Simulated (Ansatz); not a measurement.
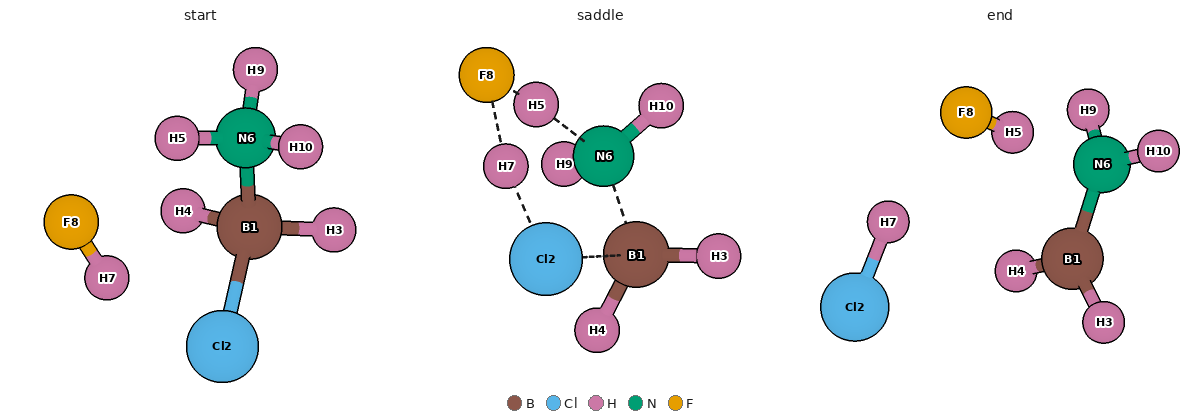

One elementary step of BNH₆ClF: start, first-order saddle point (changing pairs dashed) and end. Electronic energies at PBE0-D4/def2-TZVP geometries, energies in def2-TZVPP, the Ansatz code; cores frozen in correlated methods, no zero-point terms. Start and end are the structures at the ends of the path (complexes, where there are several molecules). Lines between the levels only guide the eye.

Which bonds change in the step?

Cl2–H7 (2.01 → 1.36 → 1.29 Å) and H5–F8 (1.92 → 1.06 → 0.95 Å) form; B1–Cl2 (1.89 → 2.38 → 3.72 Å), H5–N6 (1.02 → 1.40 → 1.78 Å) and H7–F8 (0.95 → 1.45 → 1.88 Å) break; B1–N6 (1.61 → 1.49 → 1.41 Å) shortens (lengths at start, saddle and end; changes of bond order aren't listed). The imaginary mode at the saddle is 364.0i cm⁻¹ (PBE0-D4).

Is the step uphill or downhill with HF?

Uphill by 13.0 kcal/mol in electronic energy, over a barrier of 34.0 kcal/mol.

Give the barriers and step energies (kcal/mol). Levels: HF, r2SCAN-D4 and PBE-D4.

```
    level  barrier  reverse barrier  step energy
       HF     34.0             21.0         13.0
r2SCAN-D4     24.8              3.2         21.7
   PBE-D4     23.2              1.7         21.5
```

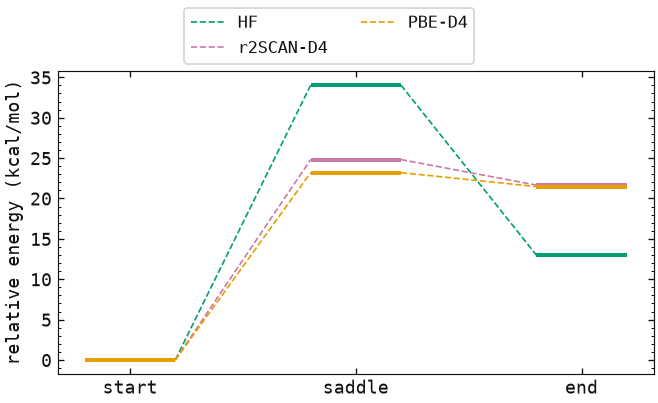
